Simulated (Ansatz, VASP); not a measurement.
# Cross-check of MnCuO2 (Crednerite) between VASP and Ansatz

Wanted: the spread between two codes on one cell, functional and k mesh. The cell is taken from a series of VASP runs on this material, whose earlier steps may have relaxed, scaled or displaced it; both programs get it as it stands. Other levels of theory on this material are compared in a session of their own. Valence electrons are named where the data sets of a main pair hold unlike numbers.

Method: plane waves, with VASP 6.6.1 beside it; band structure at PBEsol, DFT+U, in Ansatz 0.2.0.

**1. The starting structure**

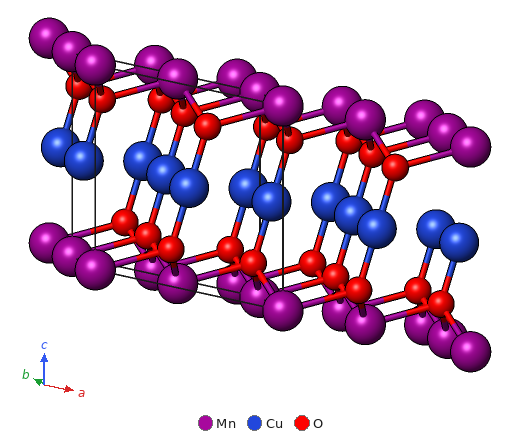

The cell as given, slightly off an axis (manganese purple, copper blue, oxygen red). 2×2×1 cells are drawn. This picture shows the conventional cell, with its axes. Some periodic images of atoms are drawn too.

**2. Ansatz: band structure, PBEsol, DFT+U**

Ansatz runs on its default PAW (the set named soft_2) files.

With cell and atoms fixed, the geometry can't cause a difference; cores, projectors, grids and the points listed under the comparison can.

input.yaml

```yaml
crystal:
  lattice:
    - [2.7926571158, -1.4583286311, 0.0299771144]
    - [2.7926571158, 1.4583286311, 0.0299771144]
    - [-1.4439861849, 0.0, 5.6408443961]
  atoms:
    - { symbol: Mn, position: [0.0, 0.0, 0.0], spin: 3.909 }
    - { symbol: Cu, position: [0.5, 0.5, 0.5], spin: -0.005 }
    - { symbol: O, position: [0.4021530575, 0.4021530575, 0.1806834249], spin: -0.017 }
    - { symbol: O, position: [0.5978469425, 0.5978469425, 0.8193165751], spin: -0.017 }
hamiltonian:
  xc: pbesol
  pseudopotentials: { kind: paw }
  hubbard:
    sites:
      - { species: Mn, l: d, u_eff: 4.0 }
      - { species: Cu, l: d, u_eff: 5.0 }
magnetization:
  spin_polarized: true
kpoints:
  mp_grid: { grid: [9, 9, 4] }
  band_path:
    path:
      - [0.0, 0.0, 0.0]
      - [-0.16667, -0.16667, 0.0]
      - [-0.33333, -0.33333, 0.0]
      - [-0.5, -0.5, 0.0]
      - [-0.51016, -0.51016, 0.08914]
      - [-0.52235, -0.52235, 0.19612]
      - [-0.53047, -0.53047, 0.26743]
      - [-0.51828, -0.51828, 0.36046]
      - [-0.50813, -0.50813, 0.43798]
      - [-0.51295, -0.48705, 0.5]
      - [-0.57769, -0.42231, 0.5]
      - [-0.65538, -0.34462, 0.5]
      - [-0.28539, 0.28539, 0.5]
      - [-0.16308, 0.16308, 0.5]
      - [-0.06116, 0.06116, 0.5]
      - [-0.0626, -0.0626, 0.53101]
      - [-0.21911, -0.21911, 0.60853]
      - [-0.40692, -0.40692, 0.70156]
      - [-0.5237, -0.4763, 0.0]
      - [-0.5948, -0.4052, 0.0]
      - [-0.65406, -0.34594, 0.0]
      - [-0.25779, 0.25779, 0.0]
      - [-0.15038, 0.15038, 0.0]
      - [-0.02148, 0.02148, 0.0]
      - [-0.1, 0.0, 0.0]
      - [-0.3, 0.0, 0.0]
      - [-0.46667, 0.0, 0.0]
      - [-0.36667, 0.0, 0.36667]
      - [-0.2, 0.0, 0.2]
      - [0.0, 0.0, 0.0]
    npoints: 1
scf:
  occupations: { method: gaussian, width: 0.05 }
  n_extra_bands: 11
output:
  forces: true
  stress: true
  eigenvalues: true
```

Run with:

```sh
$ ansatz run input.yaml --threads 2 --pin off --max-ram 4608MiB --backend cpu --events-out ev --progress --plain --runs-dir out
```

Numbers of over 12 decimals in the logs are rounded to 6 here.

The log of the run:

```text
Mn: projections on atomic orbitals take those of the free atom [Ne] 3s2 3p6 3d5 4s2, of charge +0.00 (hamiltonian.pseudopotentials.projection_atoms); the dataset's partial waves leave at most 9.0e-7 of an orbital's norm unspanned inside its sphere
Cu: projections on atomic orbitals take those of the free atom [Ne] 3s2 3p6 3d10 4s1, of charge +0.00 (hamiltonian.pseudopotentials.projection_atoms); the dataset's partial waves leave at most 2.0e-6 of an orbital's norm unspanned inside its sphere
O: projections on atomic orbitals take those of the free atom [He] 2s2 2p4, of charge +0.00 (hamiltonian.pseudopotentials.projection_atoms); the dataset's partial waves leave at most 1.9e-8 of an orbital's norm unspanned inside its sphere
scf.n_extra_bands = 11 over 23 filled bands (N_el = 46.0): the run solves 34 bands
Engine: ansatz 0.2.0, aarch64-unknown-linux-gnu
Pseudopotentials: kind: paw
Pseudopotential: Mn, paw, valence charge 15, recommended cutoff 420 eV (normal), Mn.paw.azcp
Pseudopotential: Cu, paw, valence charge 19, recommended cutoff 420 eV (normal), Cu.paw.azcp
Pseudopotential: O, paw, valence charge 6, recommended cutoff 420 eV (normal), O.paw.azcp
Functional definition: PBEsol
  exchange = pbesol_x
  correlation = pbesol_c
Crystal: 4 atoms, lattice volume = 46.072 Å³
Basis set: ecut = 420 eV, 891 PW (Γ), exchange–correlation on 48×48×80 points (8 copies of the dense FFT grid, shifted against one another)
Bands: 34, of which v1, the nominal top of the filled ones, is band 23 counted from 1 (22 counted from 0)
Symmetry: 4 space group operations
Space group: C2/m (ITA 12), of the structure as read, at distance tolerance 3.6e-5 Å
Magnetic group: BNS 12.58 (UNI 65), of the structure as read, at distance tolerance 3.6e-5 Å
k-points: 95 of 324
Non-local potential: Mn, projectors of the file, l = 0: 3, l = 1: 2, l = 2: 3, l = 3: 1
Non-local potential: Cu, projectors of the file, l = 0: 3, l = 1: 2, l = 2: 3, l = 3: 1
Non-local potential: O, projectors of the file, l = 0: 2, l = 1: 2, l = 2: 1
PAW form: soft (Blöchl's): semilocal exchange-correlation on the pseudo side does not see the compensation charge
PAW frozen core: Mn, regenerated for the run's functional, and the local potential with it (the file was generated under x = pbe(κ = 0.804, μ = 0.219515), c = pbe(β = 0.066725))
PAW frozen core: Cu, regenerated for the run's functional, and the local potential with it (the file was generated under x = pbe(κ = 0.804, μ = 0.219515), c = pbe(β = 0.066725))
PAW frozen core: O, regenerated for the run's functional, and the local potential with it (the file was generated under x = pbe(κ = 0.804, μ = 0.219515), c = pbe(β = 0.066725))
PAW one-centre angular grid: Mn, 590 points (default); XC on 64 Gauss nodes
PAW one-centre angular grid: Cu, 590 points (default); XC on 64 Gauss nodes
PAW one-centre angular grid: O, 110 points (default); XC on 64 Gauss nodes
Initial density: superposition of atomic densities (chi_scale 0.1, normalization cell, long waves kept (reshape's long-wave potential 0.19 eV rms))
Starting moments: Σ|m| = 3.948 μB on 4 of 4 sites
Initial wavefunctions: pseudopotential atomic-orbital guess
Functional: x = pbesol(κ = 0.804, μ = 0.123457), c = pbesol(β = 0.046)
SCF iter   1: F=—  HF=-11576.815894 eV  |F-HF|=—  |Δ(HF+E_count)|=         —  Δρ=9.25e-2 (↑9.25e-2 ↓5.34e-2)  dr2=7.97e0  dr2_m=3.57e-1  M=4.000 μB ∫|m|=4.270 μB  β_m=0.30  ethr=3.10e-3  ⟨swp⟩=5.3  Hψ=23614  notcnv=0  defer=110
preconditioner: auto → Kerker (q_TF=auto, 2.728 Å⁻¹)  [metal: Δε(μ)=0.015 eV  Ē_g=14.427 eV  σ=0.050 eV  W_gap=0.17  n_scr=16 (ndim 8)  ℏωp=30.0 eV  f_vac=0.000  D(μ)=1.14/eV (n_scr^D=2)]
spin=Collinear: Kerker preconditioning applied to the charge; magnetization (m = ρ↑ − ρ↓) channel mixes plain (no charge-response kernel on spin).
SCF iter   2: F=—  HF=-11575.876907 eV  |F-HF|=—  |Δ(HF+E_count)|=   9.39e-1  Δρ=3.85e-2 (↑3.85e-2 ↓1.94e-2)  dr2=5.46e-1  dr2_m=2.19e-1  M=4.000 μB ∫|m|=4.376 μB  β_m=0.30  ethr=3.10e-3  ⟨swp⟩=2.9  Hψ=13244  notcnv=0  defer=898
SCF iter   3: F=—  HF=-11576.076957 eV  |F-HF|=—  |Δ(HF+E_count)|=   2.00e-1  Δρ=2.50e-2 (↑2.50e-2 ↓1.64e-2)  dr2=1.66e-1  dr2_m=1.08e-1  M=4.000 μB ∫|m|=4.364 μB  β_m=1.00  ethr=1.19e-3  ⟨swp⟩=2.0  Hψ=7439  notcnv=0  defer=894
SCF iter   4: F=—  HF=-11576.252776 eV  |F-HF|=—  |Δ(HF+E_count)|=   1.76e-1  Δρ=5.14e-3 (↑5.14e-3 ↓4.13e-3)  dr2=2.32e-2  dr2_m=1.79e-3  M=4.000 μB ∫|m|=4.386 μB  β_m=0.30  ethr=3.60e-4  ⟨swp⟩=3.0  Hψ=11804  notcnv=0  defer=897
SCF iter   5: F=—  HF=-11576.332936 eV  |F-HF|=—  |Δ(HF+E_count)|=   8.02e-2  Δρ=5.00e-3 (↑5.00e-3 ↓3.14e-3)  dr2=2.01e-2  dr2_m=2.37e-3  M=4.000 μB ∫|m|=4.366 μB  β_m=0.30  ethr=5.03e-5  ⟨swp⟩=2.1  Hψ=8059  notcnv=0  defer=882
Mixer restart at iter 5: flushing history
spin-set hold released at iteration 5 (site moments contracting): the magnetisation degrees of freedom join the quasi-Newton model from the next iteration; the mixer history was flushed
SCF iter   6: F=—  HF=-11576.377465 eV  |F-HF|=—  |Δ(HF+E_count)|=   4.45e-2  Δρ=5.00e-3 (↑5.00e-3 ↓2.46e-3)  dr2=1.79e-2  dr2_m=2.77e-3  M=4.000 μB ∫|m|=4.348 μB  β_m=0.65  ethr=4.37e-5  ⟨swp⟩=1.5  Hψ=6053  notcnv=0  defer=882
SCF iter   7: F=—  HF=-11576.432657 eV  |F-HF|=—  |Δ(HF+E_count)|=   5.52e-2  Δρ=2.72e-3 (↑1.58e-3 ↓2.72e-3)  dr2=3.85e-3  dr2_m=1.03e-3  M=4.000 μB ∫|m|=4.281 μB  β_m=0.71  ethr=3.89e-5  ⟨swp⟩=2.1  Hψ=10489  notcnv=0  defer=882
SCF iter   8: F=—  HF=-11576.433730 eV  |F-HF|=—  |Δ(HF+E_count)|=   1.07e-3  Δρ=2.63e-3 (↑2.63e-3 ↓1.05e-3)  dr2=5.04e-3  dr2_m=8.05e-4  M=4.000 μB ∫|m|=4.266 μB  β_m=0.71  ethr=8.36e-6  ⟨swp⟩=2.0  Hψ=11060  notcnv=0  defer=896
SCF iter   9: F=—  HF=-11576.433704 eV  |F-HF|=—  |Δ(HF+E_count)|=   2.60e-5  Δρ=1.30e-3 (↑1.30e-3 ↓1.00e-3)  dr2=1.33e-3  dr2_m=1.20e-4  M=4.000 μB ∫|m|=4.255 μB  β_m=0.60  ethr=8.36e-6  ⟨swp⟩=2.0  Hψ=8923  notcnv=0  defer=896
SCF iter  10: F=—  HF=-11576.433471 eV  |F-HF|=—  |Δ(HF+E_count)|=   2.32e-4  Δρ=3.60e-4 (↑2.53e-4 ↓3.60e-4)  dr2=2.72e-4  dr2_m=1.43e-5  M=4.000 μB ∫|m|=4.249 μB  β_m=0.68  ethr=2.89e-6  ⟨swp⟩=2.0  Hψ=9153  notcnv=0  defer=896
SCF iter  11: F=—  HF=-11576.433424 eV  |F-HF|=—  |Δ(HF+E_count)|=   4.70e-5  Δρ=1.52e-4 (↑1.52e-4 ↓1.26e-4)  dr2=6.99e-5  dr2_m=8.48e-7  M=4.000 μB ∫|m|=4.246 μB  β_m=0.84  ethr=5.91e-7  ⟨swp⟩=2.3  Hψ=7687  notcnv=0  defer=896
SCF iter  12: F=—  HF=-11576.433411 eV  |F-HF|=—  |Δ(HF+E_count)|=   1.37e-5  Δρ=7.64e-5 (↑4.28e-5 ↓7.64e-5)  dr2=1.53e-5  dr2_m=4.85e-7  M=4.000 μB ∫|m|=4.245 μB  β_m=0.92  ethr=1.52e-7  ⟨swp⟩=1.9  Hψ=7314  notcnv=0  defer=896
SCF iter  13: F=—  HF=-11576.433409 eV  |F-HF|=—  |Δ(HF+E_count)|=   1.69e-6  Δρ=5.32e-5 (↑5.32e-5 ↓4.38e-5)  dr2=5.38e-6  dr2_m=8.01e-8  M=4.000 μB ∫|m|=4.246 μB  β_m=0.96  ethr=3.33e-8  ⟨swp⟩=2.3  Hψ=8276  notcnv=0  defer=896
SCF iter  14: F=—  HF=-11576.433408 eV  |F-HF|=—  |Δ(HF+E_count)|=   7.70e-7  Δρ=2.99e-5 (↑2.99e-5 ↓2.23e-5)  dr2=5.44e-7  dr2_m=7.03e-8  M=4.000 μB ∫|m|=4.246 μB  β_m=0.85  ethr=1.17e-8  ⟨swp⟩=2.0  Hψ=7049  notcnv=0  defer=896
iter 15 met the thresholds in force, and the SCF goes on: an eigenvalue changes by 0.72 meV, over its tolerance of 0.50 meV (output.eigenvalues, Limitations)
SCF iter  15: F=-11576.433408 eV  HF=-11576.433408 eV  |F-HF|=8.21e-9  |Δ(HF+E_count)|=   1.74e-7  Δρ=6.72e-6 (↑6.72e-6 ↓4.58e-6)  dr2=2.55e-8  dr2_m=2.43e-9  M=4.000 μB ∫|m|=4.246 μB  β_m=0.93  ethr=2.17e-10  ⟨swp⟩=7.8  Hψ=31141  notcnv=0
SCF iter  16: F=-11576.433408 eV  HF=-11576.433408 eV  |F-HF|=2.33e-10  |Δ(HF+E_count)|=   1.71e-9  Δρ=1.25e-6 (↑1.25e-6 ↓9.23e-7)  dr2=1.19e-9  dr2_m=4.76e-11  M=4.000 μB ∫|m|=4.246 μB  ethr=5.54e-11  ⟨swp⟩=1.9  Hψ=17716  notcnv=0
SCF 1 converged in 16 iterations: F = -11576.433408 eV  dr2 = 1.19e-9
  greatest PAW one-centre occupation: 1.002 electrons in one spin orbital (limit 2), on the Mn atom at site 0 (counted from 0), in its partial waves of l = 1
NSCF: frozen V_eff on 30 k-points
SCF converged after 16 iterations
an eigenvalue changed by more than its tolerance at an iteration that met the thresholds in force, so the SCF went on 1 time: the last check found none over its tolerance
Magnetization: 4.0000 μB (25.0000 up, 21.0000 down)
Absolute magnetization: 4.2549 μB (∫|ρ↑−ρ↓|, with the PAW one-centre terms)
Spin contamination: 0.1001 ħ² per cell (⟨S²⟩ above its minimum at these occupations)
Per-site moments (μB) at R_I (Å): [(3.427642, 0.804692), (-0.017459, 0.746253), (-0.021047, 0.746253), (-0.021047, 0.746253)]
Free energy (F): -11576.433408 eV
Harris-Foulkes:  -11576.433408 eV  (|F-HF|=2.33e-10)
Internal energy: -11576.433408 eV  (E = F + TS)
E sigma→0 (E₀):  -11576.433408 eV
Entropy (-TS):   -0.000000 eV (-0.000 meV/atom)
Fermi energy:    10.720774 eV
--- Per-component energies (eV) ---
  E_band       = -778.869005
  E_kinetic    = 946.524707
  E_local      = -7643.303427  (includes V_loc(G=0)·N_el)
  E_nonlocal   = 745.407606
  E_hartree    = 3237.663955
  E_xc         = -343.381566
  E_vxc        = -441.903950  (∫ρ·V_xc dr)
  E_hubbard    = 2.128049  (on-site DFT+U / exact-exchange correction)
  E_vhub       = -30.177619  (the Hubbard potential's part of the band-sum identity)
  E_paw        = -3209.220806  (= ΣΔE_a)
  E_vpaw       = -830.749490  (= ΣTr[D̂ρ^β])
  E_aug_tail   = 0.005119  (compensation charges beyond the density's cutoff)
  E_ewald      = -5312.703475
  E_core_change = 0.446428  (= ΣΔE_core)
  E_smearing   = -0.000000  (= −TS)
  E_closure    = 0.000000  (closes the sum)
  Σ components = -11576.433408   (vs F -11576.433408, Δ=0.00e0)
--- Forces (eV/Å), atoms counted from 1 ---
  atom   1  Mn     0.00000000     0.00000000     0.00000000
  atom   2  Cu    -0.00000000     0.00000000    -0.00000000
  atom   3  O      0.03901651    -0.00000000    -0.59995807
  atom   4  O     -0.03901651     0.00000000     0.59995807
  max |Σ_I F_I| component: 6.94e-18 eV/Å
--- Stress (GPa, compression-positive) ---
        0.420865       0.000000       0.845311
        0.000000      -0.659775       0.000000
        0.845313       0.000000       6.267799
  P = ⅓ Tr σ = 2.0096 GPa (20.096 kbar)
--- Band table (eV; the first three rows and the last of 190) ---
  k-point 0 ↑: bands = [... 19 lower, 7.1223, 7.2382, 7.3797, 7.9402, 8.0222, 10.5702, 12.1916, 12.6617, ... 7 higher]
  k-point 1 ↑: bands = [... 19 lower, 6.8416, 7.1222, 7.5169, 8.5748, 8.5896, 10.3728, 12.0467, 13.2560, ... 7 higher]
  k-point 2 ↑: bands = [... 19 lower, 6.8380, 7.1188, 7.4910, 9.0042, 9.1119, 10.0564, 11.8805, 14.3197, ... 7 higher]
  k-point 94 ↓: bands = [... 19 lower, 8.3317, 9.4117, 12.7692, 13.8436, 13.9754, 14.3147, 14.3861, 14.6593, ... 7 higher]
Occupation matrices written to <dir>
```

Wall time 19 s (2 threads of Arm Neoverse V1, shared host); peak memory 0.6 GiB.

The column dr2 measures how far the density is from self-consistency, as an energy; F and HF (Harris–Foulkes) agree once it is small.

(Continued in part 2 of 2.)

[Lines on the potential files, build, host, timing and source positions are cut from VASP's logs without a mark.]

[Logs are printed without paths, hosts, clocks, repeated set-up lines and the standing remarks that a program may print on its own settings, such as how far it seeks lower states.]

[Hosts, paths, dates, database ids (printed as entryN), source tags and the programs' standing remarks are cut or masked in the printed files.]
